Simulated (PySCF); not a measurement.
**What a change does: NMR shielding calculation on C5H6BF**

System: C5H6BF, SMILES C=C(F)BC#CC.
Method of run 1: GIAO BHandHLYP/pcSseg-1 NMR shielding, non-relativistic, gas phase (PySCF 2.14.0).

The geometry comes from this level: PBE0-D3(BJ)/def2-SVP. Text and figures count atoms from 1; the logs count them from 0 in places.

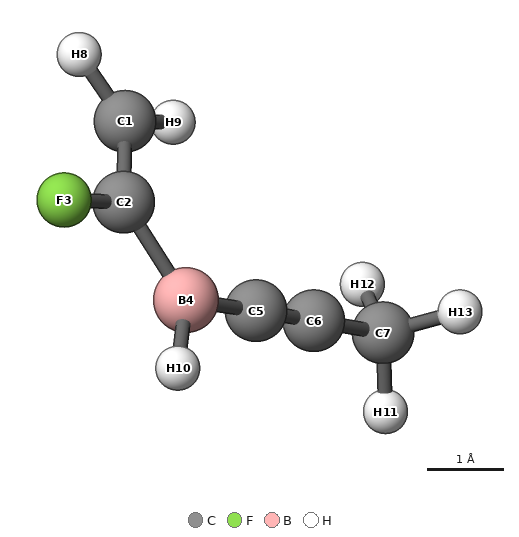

**Figure 1.** The structure (ball-and-stick view, seen at a tilt; atoms are numbered from 1 in the order of the input). Bond lengths as drawn: B–C 1.51 to 1.55 Å, B–H 1.21 Å, C–C 1.22 to 1.45 Å, C–F 1.34 Å and C–H 1.09 to 1.10 Å.

**Input file, run 1**
```
{"job": {"kind": "nmr", "xc": "BHandHLYP", "basis": "pcSseg-1", "pop": false}, "charge": 0, "multiplicity": 1}
C     -2.303552     0.661627    -0.555604
C     -2.205395    -0.579783    -0.056471
F     -3.330111    -1.292747     0.116836
B     -0.876833    -1.279162     0.344308
C      0.447540    -0.570726     0.203930
C      1.531816    -0.013403     0.107531
C      2.818280     0.645145     0.007947
H     -3.270542     1.097922    -0.821187
H     -1.395699     1.248855    -0.699879
H     -0.917167    -2.406834     0.776235
H      3.615514    -0.070915    -0.245485
H      2.809709     1.442590    -0.751162
H      3.080385     1.104837     0.974597
```

The first line tells a small driver script what to run in PySCF; the rest is the geometry in Å.

Command:
```bash
OMP_NUM_THREADS=1 python <driver script> task.json out
```

Hardware: 1 CPU thread, shared host.

**Output (run 1)**
```
coarse grid: 11328 points
cycle   1  E = -318.4512687882  dE =  9.059e-01  |g| = 5.021e-01  |ddm| = 3.418e+00
cycle   2  E = -318.4648271195  dE = -1.356e-02  |g| = 5.019e-01  |ddm| = 7.810e-01
cycle   3  E = -318.5074919732  dE = -4.266e-02  |g| = 8.067e-02  |ddm| = 3.639e-01
cycle   4  E = -318.5083183021  dE = -8.263e-04  |g| = 5.807e-02  |ddm| = 8.561e-02
cycle   5  E = -318.5091389667  dE = -8.207e-04  |g| = 1.110e-02  |ddm| = 4.968e-02
cycle   6  E = -318.5091690917  dE = -3.012e-05  |g| = 2.476e-03  |ddm| = 1.197e-02
cycle   7  E = -318.5091709891  dE = -1.897e-06  |g| = 5.204e-04  |ddm| = 2.806e-03
final grid: 111088 points
cycle   8  E = -318.5482800887  dE = -1.490e-05  |g| = 3.466e-03  |ddm| = 1.479e-02
cycle   9  E = -318.5482802200  dE = -1.313e-07  |g| = 3.616e-03  |ddm| = 5.055e-03
cycle  10  E = -318.5482826119  dE = -2.392e-06  |g| = 4.697e-04  |ddm| = 2.589e-03
cycle  11  E = -318.5482826550  dE = -4.308e-08  |g| = 1.991e-04  |ddm| = 4.618e-04
cycle  12  E = -318.5482826642  dE = -9.132e-09  |g| = 9.871e-05  |ddm| = 1.881e-04
cycle  13  E = -318.5482826667  dE = -2.558e-09  |g| = 1.408e-05  |ddm| = 8.010e-05
cycle  14  E = -318.5482826669  dE = -2.161e-10  |g| = 9.670e-06  |ddm| = 3.249e-05
converged SCF energy = -318.5482826669

GIAO shielding tensors (ppm)
atom      isotropic    diamagn.    paramagn.     s11        s22        s33       span
  0 C       55.389     257.479    -202.090    -59.095     69.966    155.296    214.391
  1 C       -2.748     258.049    -260.797   -123.994     35.570     80.181    204.174
  2 F      298.187     474.131    -175.945    191.807    301.723    401.029    209.221
  3 B       50.537     196.261    -145.725      3.916     25.918    121.776    117.861
  4 C       92.235     257.677    -165.441     -3.748     -2.676    283.130    286.878
  5 C       43.223     274.650    -231.427    -29.025     -3.113    161.807    190.832
  6 C      177.688     249.275     -71.587    170.955    171.752    190.358     19.403
  7 H       25.584      27.917      -2.333     23.420     24.588     28.744      5.324
  8 H       25.426      34.503      -9.077     23.809     23.900     28.568      4.759
  9 H       25.668      29.277      -3.609     24.092     25.207     27.706      3.614
 10 H       29.158      26.110       3.048     24.477     27.315     35.683     11.206
 11 H       29.258      29.221       0.037     24.408     27.707     35.658     11.250
 12 H       29.162      27.647       1.514     24.841     27.259     35.384     10.543
```

Run 2 used a changed input.

**The two runs side by side**

| quantity | run 1 | run 2 |
| --- | --- | --- |
| outcome | converged | converged |
| total energy (hartree) | −318.548283 | −318.720817 |
| HOMO (eV) | −8.55 | −6.52 |
| LUMO (eV) | −1.38 | −3.30 |
| dipole moment (D) | 3.59 | 3.47 |
| shielding of C1 (ppm) | 55.4 | 57.1 |
| shielding of C2 (ppm) | −2.7 | −8.8 |
| shielding of F3 (ppm) | 298.2 | 240.8 |
| shielding of B4 (ppm) | 50.5 | 45.6 |
| shielding of C5 (ppm) | 92.2 | 78.0 |
| shielding of C6 (ppm) | 43.2 | 39.0 |
| shielding of C7 (ppm) | 177.7 | 171.2 |
| SCF iterations | 14 | 16 |
| basis functions | 149 | 149 |
| wall time (shared host) | 12 s | 19 s |

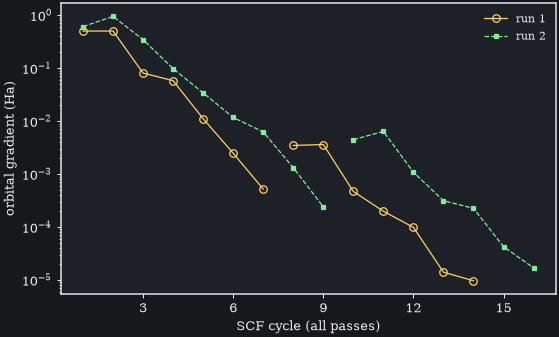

**Figure 2.** Convergence of the two runs: orbital gradient against the SCF cycle. A break in a curve parts two SCF passes (coarse and final grid). Run 1 takes 14 cycles in all, and run 2 takes 16.

What was changed in the input?

The change (lines with − go, lines with + come):
```diff
-"xc": "BHandHLYP"
+"xc": "BP86"
```

The total energies belong to different methods, so their difference says nothing on which is more stable or more accurate. The HOMO goes from −8.55 to −6.52 eV. The LUMO goes from −1.38 to −3.30 eV. The dipole moment goes from 3.59 to 3.47 D. Of all shieldings, the largest change is that of F3, by −57.3 ppm. The functional changes from BHandHLYP to BP86. Exact exchange removes part of the self-interaction error of semilocal functionals, which pushes filled and empty levels apart. The SCF takes 16 iterations against 14.

**Output (run 2)**
```
coarse grid: 11328 points
cycle   1  E = -318.5698990063  dE =  5.953e-01  |g| = 6.093e-01  |ddm| = 3.559e+00
cycle   2  E = -318.4506525474  dE =  1.192e-01  |g| = 9.468e-01  |ddm| = 1.345e+00
cycle   3  E = -318.6243080813  dE = -1.737e-01  |g| = 3.450e-01  |ddm| = 9.419e-01
cycle   4  E = -318.6543701327  dE = -3.006e-02  |g| = 9.777e-02  |ddm| = 2.991e-01
cycle   5  E = -318.6564930544  dE = -2.123e-03  |g| = 3.405e-02  |ddm| = 9.501e-02
cycle   6  E = -318.6567618053  dE = -2.688e-04  |g| = 1.171e-02  |ddm| = 3.517e-02
cycle   7  E = -318.6567878011  dE = -2.600e-05  |g| = 6.258e-03  |ddm| = 1.298e-02
cycle   8  E = -318.6567981196  dE = -1.032e-05  |g| = 1.321e-03  |ddm| = 6.425e-03
cycle   9  E = -318.6567986412  dE = -5.217e-07  |g| = 2.402e-04  |ddm| = 1.432e-03
final grid: 111088 points
cycle  10  E = -318.7208123307  dE = -3.944e-05  |g| = 4.465e-03  |ddm| = 3.674e-02
cycle  11  E = -318.7208070790  dE =  5.252e-06  |g| = 6.393e-03  |ddm| = 8.582e-03
cycle  12  E = -318.7208172181  dE = -1.014e-05  |g| = 1.085e-03  |ddm| = 5.116e-03
cycle  13  E = -318.7208174215  dE = -2.034e-07  |g| = 3.143e-04  |ddm| = 9.824e-04
cycle  14  E = -318.7208174295  dE = -7.996e-09  |g| = 2.253e-04  |ddm| = 3.351e-04
cycle  15  E = -318.7208174438  dE = -1.424e-08  |g| = 4.271e-05  |ddm| = 1.850e-04
cycle  16  E = -318.7208174442  dE = -3.665e-10  |g| = 1.694e-05  |ddm| = 4.820e-05
converged SCF energy = -318.7208174442

GIAO shielding tensors (ppm)
atom      isotropic    diamagn.    paramagn.     s11        s22        s33       span
  0 C       57.138     257.928    -200.790    -38.798     61.609    148.603    187.401
  1 C       -8.781     257.826    -266.607   -113.296     19.565     67.387    180.683
  2 F      240.847     472.852    -232.006    119.010    228.760    374.770    255.760
  3 B       45.623     197.475    -151.852     -3.110     22.105    117.875    120.985
  4 C       77.958     258.441    -180.483    -13.216     -2.981    250.070    263.286
  5 C       39.048     271.486    -232.438    -26.064     -0.595    143.804    169.868
  6 C      171.243     253.265     -82.023    163.146    164.440    186.142     22.996
  7 H       25.682      28.136      -2.454     23.805     25.064     28.178      4.373
  8 H       25.399      34.555      -9.156     23.887     23.969     28.341      4.454
  9 H       25.320      29.314      -3.994     23.429     25.327     27.206      3.777
 10 H       28.875      26.231       2.644     24.448     27.215     34.961     10.513
 11 H       28.964      29.777      -0.813     24.360     27.588     34.944     10.584
 12 H       28.876      27.981       0.895     24.860     27.123     34.644      9.784
```
